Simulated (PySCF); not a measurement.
# C5H15PSi (SMILES CCC[C@H](C)[SiH2]P): what the fields show

Input

```
{"job": {"xc": "PBE0", "basis": "pcSseg-1", "solvent": "dichloromethane", "kind": "nmr", "pop": true}, "charge": 0, "multiplicity": 1}
C     -2.565838     1.374056     0.265425
C     -1.544916     0.485741    -0.435256
C     -0.653041    -0.244760     0.562570
C      0.361293    -1.177087    -0.100056
C      1.079526    -1.998098     0.968983
Si     1.653915    -0.215529    -1.134895
P      2.322187     1.486284     0.163431
H     -3.191104     1.889230    -0.460298
H     -2.062890     2.120172     0.877146
H     -3.209281     0.780508     0.911652
H     -2.064543    -0.246664    -1.058057
H     -0.926851     1.100251    -1.095170
H     -1.285864    -0.824478     1.242004
H     -0.112585     0.490403     1.170763
H     -0.181784    -1.867093    -0.753281
H      0.363892    -2.537843     1.588514
H      1.663705    -1.345659     1.617128
H      1.751811    -2.723209     0.515936
H      2.825697    -1.062962    -1.389606
H      1.120007     0.194382    -2.442272
H      3.270279     1.952278    -0.728700
H      1.375973     2.389461    -0.286810
```

Run with:

```sh
OMP_NUM_THREADS=1 python ens_run.py task.json out
```

Geometry: GFN2-xTB.

Theory: PBE0/pcSseg-1, SCF density, in a dichloromethane solvent model, non-relativistic in PySCF 2.14.0.

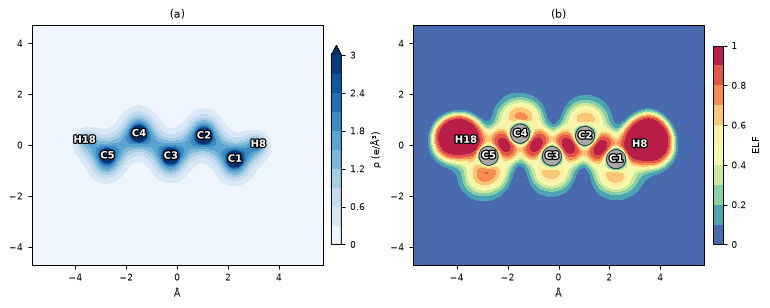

Figure 1. (a) total electron density; (b) electron localisation function on the plane of atoms C2, C3 and C4. Grey discs cover the atomic cores in the ELF map.

What do the fields say about this system?

- The section cuts through C and H sites.
- C–C (1.52 Å): ρ is about 1.6 e/Å³ halfway; the ELF peaks at about 0.95 between the atoms, as expected for localised, covalent bonding.
- C–H (1.09 Å): ρ at the midpoint is about 2 e/Å³; the ELF climbs to about 1 towards the hydrogen, as it does in any bond to H: an ordinary covalent bond to hydrogen.

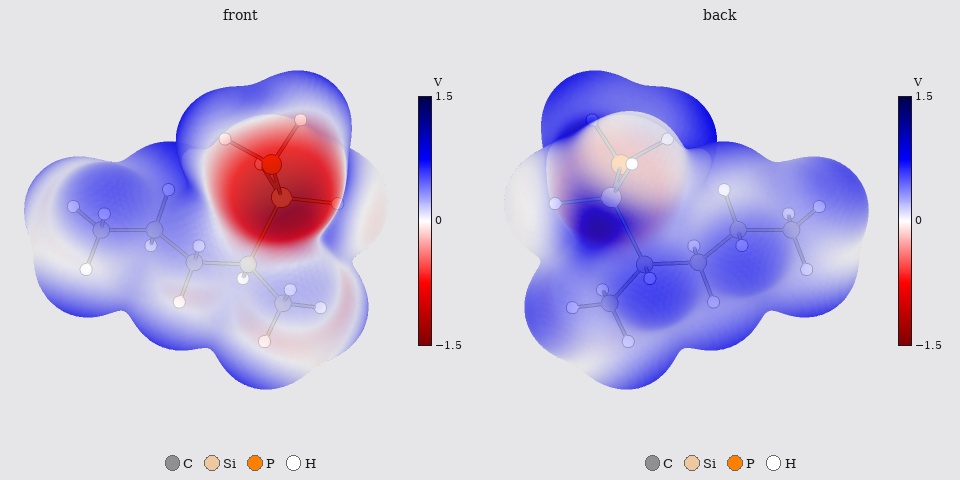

Figure 2. The electrostatic potential painted on the density surface at 0.002 e/bohr³, seen from the front and from behind; red is negative and blue positive.

Which sites attract a positive test charge, and which a negative one?

A positive charge is drawn to the negative regions and a negative charge to the positive ones. The most negative region (about −1.2 V) lies over P7, the most positive (about +0.9 V) over Si6.

What dipole moment does the calculation give?

Its dipole moment is 1.45 D.
